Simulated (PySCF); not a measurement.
## Electronic structure of C6H10FN3 (SMILES CCCCn1cc(F)nn1) in real space

```xyz
20

C    -2.5557    1.1992    0.2214
C    -1.3060    0.3653    0.4733
C    -1.0193   -0.5770   -0.6939
C     0.2220   -1.4441   -0.4637
N     1.4110   -0.6383   -0.3900
C     2.0894   -0.2352    0.7071
C     3.0937    0.5501    0.1765
F     4.0503    1.1939    0.8313
N     2.9745    0.5837   -1.1554
N     1.9616   -0.1317   -1.4809
H    -2.7429    1.8669    1.0582
H    -2.4380    1.8000   -0.6770
H    -3.4242    0.5573    0.0936
H    -1.4389   -0.2183    1.3877
H    -0.4553    1.0336    0.6222
H    -1.8734   -1.2384   -0.8474
H    -0.8698    0.0025   -1.6065
H     0.1314   -2.0098    0.4664
H     0.3451   -2.1353   -1.3012
H     1.8396   -0.5137    1.7074
```

Geometry: GFN2-xTB.

Method: PBE0/pcSseg-1, SCF density, gas phase, non-relativistic in PySCF.

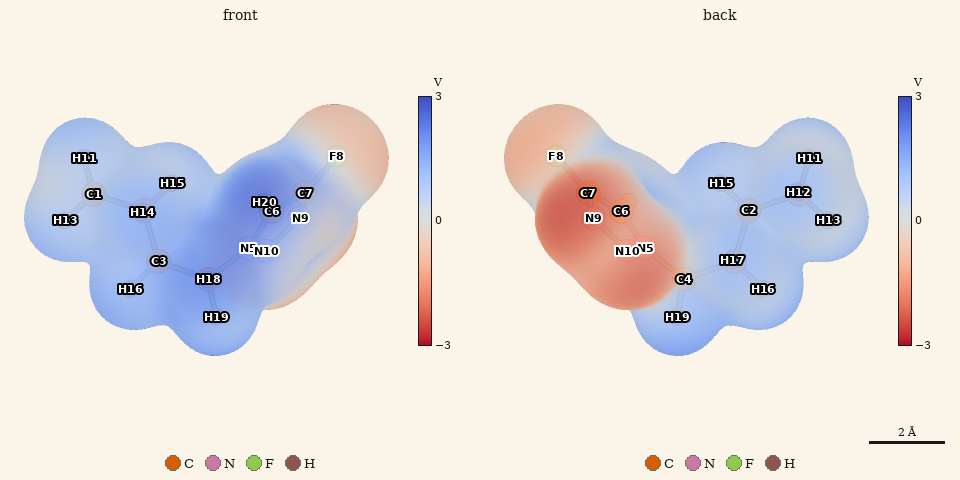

Figure 1. The molecular electrostatic potential painted on the density surface at 0.004 e/bohr³, seen from the front and from behind; the colour scale runs from red (negative) to blue (positive).

Question: Where is the surface potential most negative and most positive?

Answer: The most negative region (about −2.2 V) lies over N9, the most positive (about +2.2 V) over H20. N9 is the likeliest acceptor of a hydrogen bond.

Question: What dipole moment does the calculation give?

Answer: Its dipole moment is 5.33 D.

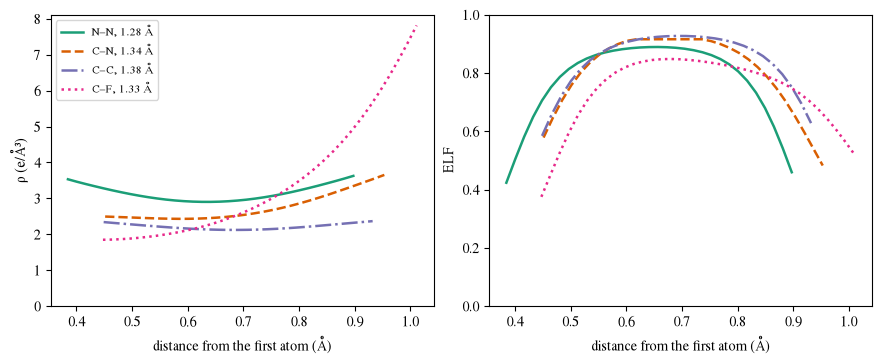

Figure 2. Electron density and ELF along straight lines between neighbouring atoms. The curves leave out the atomic cores.

Question: What can be read from the curves?

Answer: N–N (1.28 Å): ρ is about 2.9 e/Å³ halfway; the ELF peaks at about 0.90 between the atoms; a covalent bond.
C–N (1.34 Å): the density is about 2.5 e/Å³ at the midpoint; the ELF peaks at about 0.90 between the atoms, as expected for a covalent bond.
C–C (1.38 Å): ρ at the midpoint is about 2.1 e/Å³; the ELF peaks at about 0.95 between the atoms: a covalent bond.
C–F (1.33 Å): ρ is about 2.4 e/Å³ halfway; the ELF peaks at about 0.85 between the atoms (a polar covalent bond).
